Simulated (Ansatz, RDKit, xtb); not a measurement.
# Isomers of C2H6OSSi, a sample narrowed down, part 1 of 2

Which of a sample of isomers of C2H6OSSi is the most stable in the gas at 298.15 K, and what are its properties? The sample is small against all isomers, and the most stable one of this formula need not be in it.

Plan: many cheap relaxations first (GFN2-xTB), then density-functional screening, relaxation at B3LYP-D3(BJ)/def2-SVP, vibrations and a final energy. The numbers are computed, not measured.

## 1. Possible bonding patterns

Isomers were taken from a list of plausible structures; this is a sample, not all of them. That gives 3 candidates.

| label | SMILES | spin |
| --- | --- | --- |
| c585 | [SiH3][C@@H]1O[C@H]1S | singlet |
| c826 | [SiH3][C@@]1(S)CO1 | singlet |
| c911 | [SiH3][C@@H]1O[C@@H]1S | singlet |

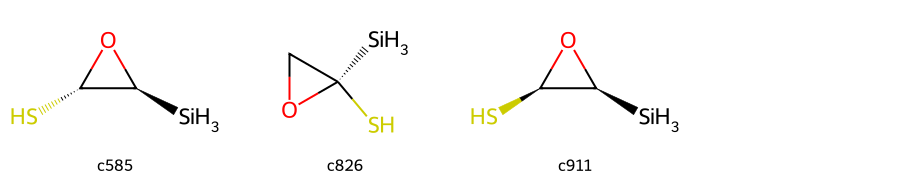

Structural formulas of the candidates.

Candidates are built by distance geometry, with a force field where one applies, in up to four conformers (letters a to d).

## 2. Cheap relaxation of all starts

All 3 starts are relaxed the same way. One of them, c826a (taken from a list of positional isomers, embedded by distance geometry and MMFF94), in full:

The input, start.xyz:

```xyz
11
c826a
C      0.090402     0.523103     1.548205
C     -1.016543     1.124603     0.637906
O     -0.697757    -0.295512     0.622932
S     -0.260325     0.199280     3.229506
Si     1.863418     0.842558     1.096423
H      2.706397    -0.296017     1.415432
H      2.354438     2.044439     1.789804
H      2.005776     1.165499    -0.379630
H     -1.175872    -0.772907     3.009049
H     -0.736353     1.704766    -0.224868
H     -1.974123     1.355668     1.046081
```

Started as:

```
$ xtb start.xyz --gfn 2 --opt
```

The program printed, cut to the lines that bear on the results:

```text
* xtb version 6.7.1
[...]
          :  # basis functions                  38          :
[...]
          :  # electrons                        30          :
[...]
          :  Hamiltonian                  GFN2-xTB          :
[...]
          :  net charge                          0          :
          :  unpaired electrons                  0          :
[...]
   *** convergence criteria satisfied after 13 iterations ***
[...]
   *** GEOMETRY OPTIMIZATION CONVERGED AFTER 8 ITERATIONS ***
[...]
   *** convergence criteria satisfied after 3 iterations ***
[...]
         ::                     SUMMARY                     ::
         :::::::::::::::::::::::::::::::::::::::::::::::::::::
         :: total energy             -16.344716086887 Eh    ::
         :: gradient norm              0.000669914216 Eh/a0 ::
         :: HOMO-LUMO gap              4.057354876770 eV    ::
         ::.................................................::
         :: SCC energy               -16.473305752120 Eh    ::
         :: -> isotropic ES            0.036196631707 Eh    ::
         :: -> anisotropic ES          0.000334615382 Eh    ::
         :: -> anisotropic XC          0.001342905033 Eh    ::
         :: -> dispersion             -0.007550933546 Eh    ::
         :: repulsion energy           0.128589665234 Eh    ::
         :: add. restraining           0.000000000000 Eh    ::
         :: total charge               0.000000000000 e     ::
         :::::::::::::::::::::::::::::::::::::::::::::::::::::
[...]
        15        2.0000           -0.3745384             -10.1917 (HOMO)
        16                         -0.2254334              -6.1344 (LUMO)
[...]
     #   Z          covCN         q      C6AA      α(0)
     1   6 C        3.673     0.061    19.790     6.376
     2   6 C        3.705     0.073    19.508     6.314
     3   8 O        1.709    -0.335    19.611     5.979
     4  16 S        1.974    -0.306   154.341    20.910
     5  14 Si       3.695     0.455    98.309    18.991
     6   1 H        0.920    -0.056     4.233     3.218
     7   1 H        0.919    -0.068     4.566     3.342
     8   1 H        0.919    -0.072     4.665     3.378
     9   1 H        0.923     0.178     1.218     1.726
    10   1 H        0.925     0.028     2.612     2.527
    11   1 H        0.925     0.042     2.421     2.433
[...]
     #   Z sym  total        # sym  WBO       # sym  WBO       # sym  WBO
 ---------------------------------------------------------------------------
     1   6 C    3.822 --     2 C    0.984     4 S    0.974     3 O    0.968
                             5 Si   0.811
     2   6 C    3.904 --     1 C    0.984    10 H    0.975    11 H    0.971
                             3 O    0.946
     3   8 O    2.025 --     1 C    0.968     2 C    0.946
     4  16 S    2.025 --     1 C    0.974     9 H    0.953
     5  14 Si   3.559 --     6 H    0.904     7 H    0.901     8 H    0.899
                             1 C    0.811
     6   1 H    0.997 --     5 Si   0.904
     7   1 H    0.995 --     5 Si   0.901
     8   1 H    0.995 --     5 Si   0.899
     9   1 H    0.968 --     4 S    0.953
    10   1 H    0.999 --     2 C    0.975
[...]
molecular dipole:
                 x           y           z       tot (Debye)
 q only:        0.614       0.568      -0.312
   full:        0.151       0.393      -0.556       1.771
molecular quadrupole (traceless):
[...]
          | TOTAL ENERGY              -16.344716086887 Eh   |
          | GRADIENT NORM               0.000669914216 Eh/α |
          | HOMO-LUMO GAP               4.057354876770 eV   |
           -------------------------------------------------
[...]
```

It took 0.6 s on 2 threads of AMD EPYC (Zen 3), shared host.

## 3. Distinct minima at GFN2-xTB

3 of the 3 relaxations converged. 3 distinct structures remain:

| label | start | SMILES after | spin | energy (kcal/mol) |
| --- | --- | --- | --- | --- |
| c585a | drawn | [SiH3][C@@H]1O[C@H]1S | singlet | 0.0 |
| c911a | drawn | [SiH3][C@@H]1O[C@@H]1S | singlet | 0.0 |
| c826a | drawn | [SiH3][C@@]1(S)CO1 | singlet | 0.1 |

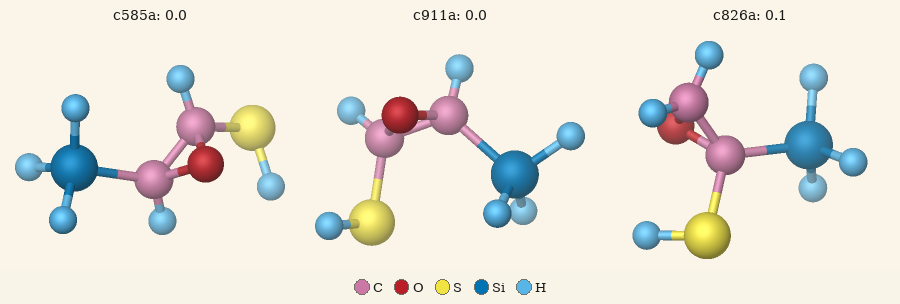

The 3 lowest minima that did not fall apart, with their GFN2-xTB energies in kcal/mol.

## 4. Screening with a density functional

A choice of the minima (the low ones first, few conformers of a pattern, up to a cap) and the lowest that fell apart get a single point at r2SCAN-D4/def2-SVP on the tight-binding geometry, and one at HF/STO-3G for comparison. The lowest singlets are also tried as triplets at the same geometry (label ending in t). The first, c585a:

The input, input.yaml:

```yaml
basis:
  gaussian:
    orbitals: def2-SVP
crystal:
  periodic: [false, false, false]
  atoms:
    - {symbol: C, position_ang: [0.258921, 0.853978, 0.844389]}
    - {symbol: C, position_ang: [-0.559369, 1.060576, 2.040890]}
    - {symbol: O, position_ang: [0.311919, 2.041193, 1.632096]}
    - {symbol: S, position_ang: [-2.330338, 1.382053, 1.938349]}
    - {symbol: Si, position_ang: [1.828669, -0.205064, 0.895266]}
    - {symbol: H, position_ang: [2.275036, -0.266653, 2.284322]}
    - {symbol: H, position_ang: [1.446655, -1.523327, 0.388939]}
    - {symbol: H, position_ang: [2.828715, 0.432886, 0.042972]}
    - {symbol: H, position_ang: [-0.254178, 1.003562, -0.104380]}
    - {symbol: H, position_ang: [-0.330384, 0.543405, 2.965790]}
    - {symbol: H, position_ang: [-2.248735, 2.228025, 0.913772]}
hamiltonian:
  xc: r2scan
  dispersion: d4
scf:
  lower_state_search: off
output:
  orbitals: {seedname: orbitals}
```

Started as:

```
$ ansatz run input.yaml --threads 2 --pin off --max-ram 5220MiB --events-out events.jsonl --progress --plain --runs-dir runs
```

The program printed, cut to the lines that bear on the results:

```text
Warning: RAYON_NUM_THREADS=2 ignored (pool sized by the plan → 2); use --threads N
Functional definition: r2SCAN
  name "r2SCAN"
[...]
1208 factors; their error is unknown
[...]
mean field -22917.24284535 eV, -842.1931407016 hartree, gradient 4.1e-6 eV, S^2 0.000000; 0 other end points of the search recorded, 0 dependent functions left out
reference -22917.24285517 eV, -842.1931410622 hartree; 28, 28 occupied and 80, 80 virtual orbitals, 1208 factors
Total energy: -22917.30540785 eV, -842.1954398309 hartree
Checks for a lower state left out: stability, starts, cluster_reference, orbital_swaps, neighbouring_geometries, increment
```

It took 6.3 s on 2 threads of AMD EPYC (Zen 3), shared host.

Relative energies in kcal/mol, each column from its lowest structure that stays in one piece:

| label | SMILES | spin | GFN2-xTB | HF/STO-3G | r2SCAN-D4/def2-SVP |
| --- | --- | --- | --- | --- | --- |
| c585a | [SiH3][C@@H]1O[C@H]1S | singlet | 0.0 | 0.0 | 0.0 |
| c911a | [SiH3][C@@H]1O[C@@H]1S | singlet | 0.0 | 2.2 | 0.3 |
| c826a | [SiH3][C@@]1(S)CO1 | singlet | 0.1 | 2.2 | 0.4 |
| c826at | [SiH3][C@@]1(S)CO1 | triplet | – | – | 116.4 |
| c585at | [SiH3][C@@H]1O[C@H]1S | triplet | – | – | 121.0 |

## 5. Refinement at B3LYP-D3(BJ)/def2-SVP

3 candidates are relaxed at B3LYP-D3(BJ)/def2-SVP (chosen among the lowest in one piece). The first, c585a:

Changes to input.yaml since step 4:

```diff
@@ -1,4 +1 @@
-basis:
-  gaussian:
-    orbitals: def2-SVP
 crystal:
@@ -17,8 +14,7 @@
     - {symbol: H, position_ang: [-2.248735, 2.228025, 0.913772]}
-hamiltonian:
-  xc: r2scan
-  dispersion: d4
-scf:
-  lower_state_search: off
-output:
-  orbitals: {seedname: orbitals}
+basis:
+  gaussian: {orbitals: def2-SVP}
+total_charge: 0
+hamiltonian: {xc: {name: B3LYP}, dispersion: d3bj}
+scf: {lower_state_search: "off"}
+relax: {f_tol: 0.003}
```

Started as:

```
$ ansatz run input.yaml --threads 2 --pin off --max-ram 5220MiB --events-out events.jsonl --progress --plain --runs-dir runs
```

The program printed, cut to the lines that bear on the results:

```text
Warning: RAYON_NUM_THREADS=2 ignored (pool sized by the plan → 2); use --threads N
[...]
Functional definition: B3LYP
  name "B3LYP"
[...]
1148 factors; integrals over basis functions are off by at most 5.8e-4 eV
[...]
mean field -22922.01777240 eV, -842.3686160339 hartree, gradient 5.1e-6 eV, S^2 0.000000; 0 other end points of the search recorded, 0 dependent functions left out
[...]
reference -22922.01802741 eV, -842.3686254056 hartree; 28, 28 occupied and 80, 80 virtual orbitals, 1148 factors
relax step   1: F+E_penalty+E_count = -22922.46967841 eV  Δ(F+E_penalty+E_count) = +0.000e0 eV  max|allowed force component| = 1.325e0 eV/Å  Δτ_max = 0.0000 Å  (14 SCF iters, accepted)
[...]
relax step   3: F+E_penalty+E_count = -22922.56098983 eV  Δ(F+E_penalty+E_count) = -1.103e-2 eV  max|allowed force component| = 1.510e-1 eV/Å  Δτ_max = 0.0469 Å  (20 SCF iters, accepted)
[...]
Atom 2 at     0.348032     2.099751     1.620779 Å, force    -0.000745    -0.001613    -0.000617 eV/Å
Atom 3 at    -2.326055     1.476764     2.045002 Å, force     0.000555     0.000020    -0.000329 eV/Å
Atom 4 at     1.803198    -0.212884     0.879252 Å, force    -0.001754    -0.000085    -0.002178 eV/Å
Atom 5 at     2.217085    -0.393832     2.298532 Å, force     0.000864     0.000513    -0.000713 eV/Å
Atom 6 at     1.505414    -1.538231     0.262776 Å, force    -0.000120    -0.000878     0.000466 eV/Å
Atom 7 at     2.895714     0.451423     0.114818 Å, force     0.001118     0.000044     0.001218 eV/Å
Atom 8 at    -0.274219     0.994616    -0.109924 Å, force     0.000283     0.000395    -0.000882 eV/Å
Atom 9 at    -0.301515     0.615937     2.999063 Å, force    -0.000200     0.000329     0.000599 eV/Å
Atom 10 at    -2.336077     2.063673     0.825897 Å, force    -0.000225    -0.000273     0.000269 eV/Å
Dipole moment:    -0.007136    -0.250068    -0.207139 e Å
Checks for a lower state left out: stability, starts, cluster_reference, orbital_swaps, neighbouring_geometries, increment
```

Run time: 82 s. Hardware: 2 threads of AMD EPYC (Zen 3), shared host.

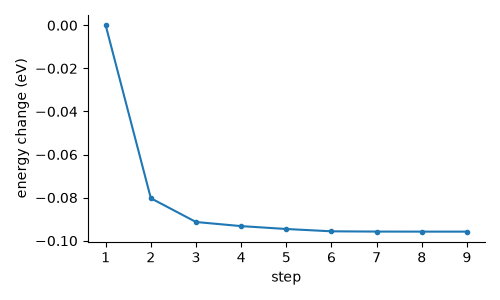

Energy along the run, all evaluated steps.

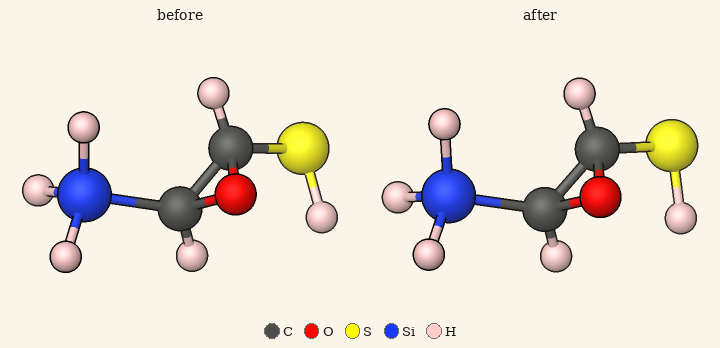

Before and after, at one scale.

After the run. Bond lengths: C1–C2 1.477 Å, C1–O3 1.455 Å, C2–O3 1.402 Å, C2–S4 1.804 Å, C1–Si5 1.892 Å, Si5–H6 1.489 Å, Si5–H7 1.492 Å, Si5–H8 1.490 Å, C1–H9 1.101 Å, C2–H10 1.100 Å, S4–H11 1.353 Å. Some angles: C1–C2–O3 60.7°, C1–C2–S4 124.5°, O3–C2–S4 119.7°, C2–C1–O3 57.1°, C2–C1–Si5 122.3°, O3–C1–Si5 114.9°, C1–O3–C2 62.2°, C1–C2–H10 119.6°, O3–C2–H10 116.0°, S4–C2–H10 108.9°.

## 6. After refinement

| label | spin | r2SCAN-D4/def2-SVP (kcal/mol) | B3LYP-D3(BJ)/def2-SVP, relaxed (kcal/mol) | time |
| --- | --- | --- | --- | --- |
| c826a | singlet | 0.4 | 0.0 | 2.2 min |
| c585a | singlet | 0.0 | 0.1 | 82 s |
| c911a | singlet | 0.3 | 0.1 | 3.8 min |

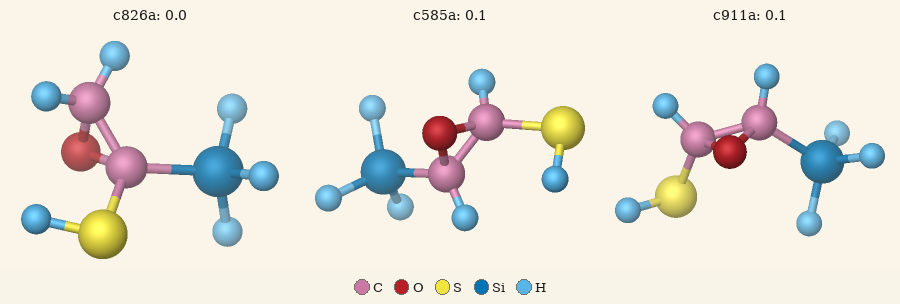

The relaxed structures, with energies at B3LYP-D3(BJ)/def2-SVP in kcal/mol.

(Continued in part 2 of 2.)
